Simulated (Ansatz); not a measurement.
## Electronic structure of ClHOSi···HCl in real space

Input

```
crystal:
  periodic: [false, false, false]
  atoms:
    - {symbol: Si, position_ang: [1.595933, -0.919163, 0.505055]}
    - {symbol: O, position_ang: [0.298802, -0.595972, -0.480864]}
    - {symbol: H, position_ang: [-1.151127, 0.691441, -0.330641]}
    - {symbol: Cl, position_ang: [-2.173849, 1.478941, -0.396469]}
    - {symbol: Cl, position_ang: [1.187863, 0.473485, 1.983826]}
    - {symbol: H, position_ang: [0.242377, -1.128733, -1.281006]}
basis:
  gaussian: {orbitals: def2-TZVPP}
hamiltonian: {xc: pbe0, dispersion: d4}
output: {orbitals: {seedname: orbitals}}
```

Launched as:

```sh
ansatz run in.yaml --threads 2 --pin off --events-out ev --progress --plain --max-ram 4352MiB
```

The reactant side of a reaction path; geometry: PBE0-D4/def2-TZVP.

Theory: RKS PBE0-D4/def2-TZVPP in Ansatz 0.2.0.

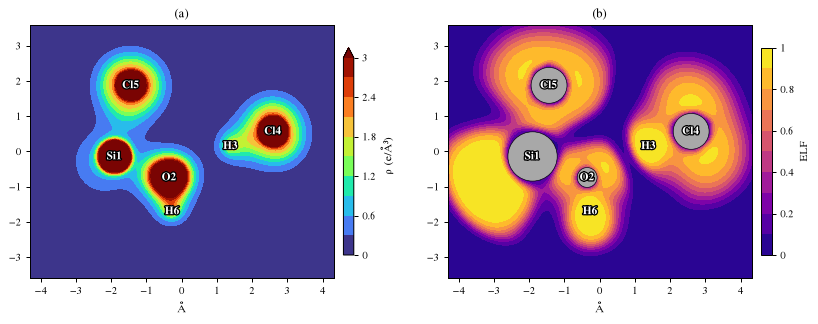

Figure 1. (a) electron density; (b) ELF on the molecular plane. Grey discs cover the atomic cores in the ELF map.

**What does the map show?**

Atoms in the plane: Si, O, H and Cl.
O2···H3 (1.94 Å): the density falls to about 0.18 e/Å³ on the way; the ELF dips to about 0.10 between them.
Si–O (1.66 Å): ρ at the midpoint is about 1.1 e/Å³; the ELF peaks at about 0.85 between the atoms: a polar covalent bond.
Si–Cl (2.07 Å): ρ is about 0.88 e/Å³ halfway; the ELF peaks at about 0.85 between the atoms: a shared but strongly polarised pair.
O–H (0.96 Å): the density is about 3.8 e/Å³ at the midpoint; the ELF climbs to about 1 towards the hydrogen, as it does in any bond to H (an ordinary covalent bond to hydrogen).
Cl–H (1.29 Å): ρ at the midpoint is about 2 e/Å³; the ELF climbs to about 1 towards the hydrogen.
The ELF also peaks beside Si1, Cl4 and Cl5, away from the bonds: lone-pair regions.

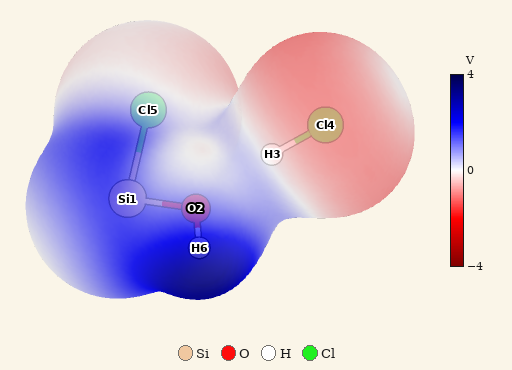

Figure 2. The electrostatic potential painted on the density surface at 0.002 e/bohr³, seen at a tilt; the colour scale runs from red (negative) to blue (positive).

**Describe the electrostatic potential map.**

The most negative region (about −0.9 V, or −21 kcal/mol for a unit charge) lies over Cl4, the most positive (about +3.4 V, or +78 kcal/mol for a unit charge) over H6.

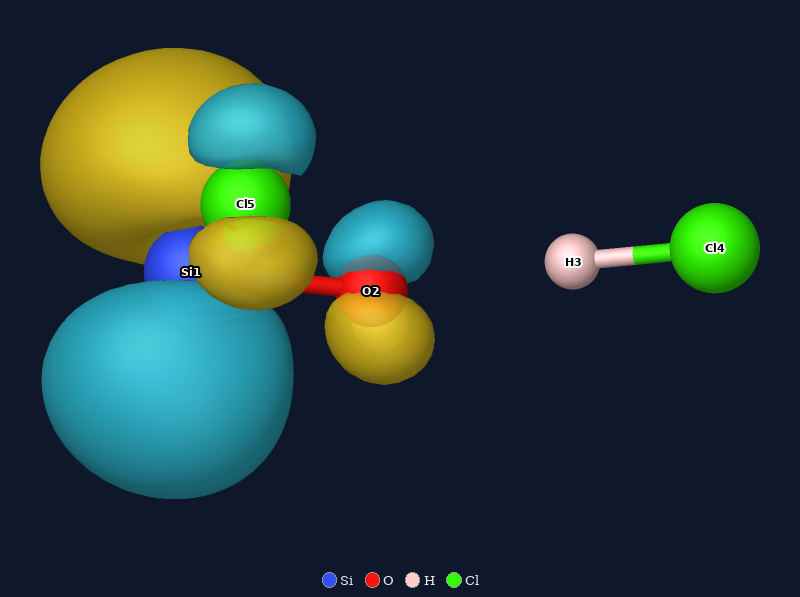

Figure 3. The LUMO at ±0.15 Å⁻³ᐟ² (yellow and cyan are the two phases), seen from one side.

**Describe this orbital and give its energy.**

Its weight (Hirshfeld) is mainly on Si1 (about 80 %), Cl5 (about 10 %) and O2 (about 10 %); it changes sign across the molecular plane (π type). Its energy is −2.41 eV.
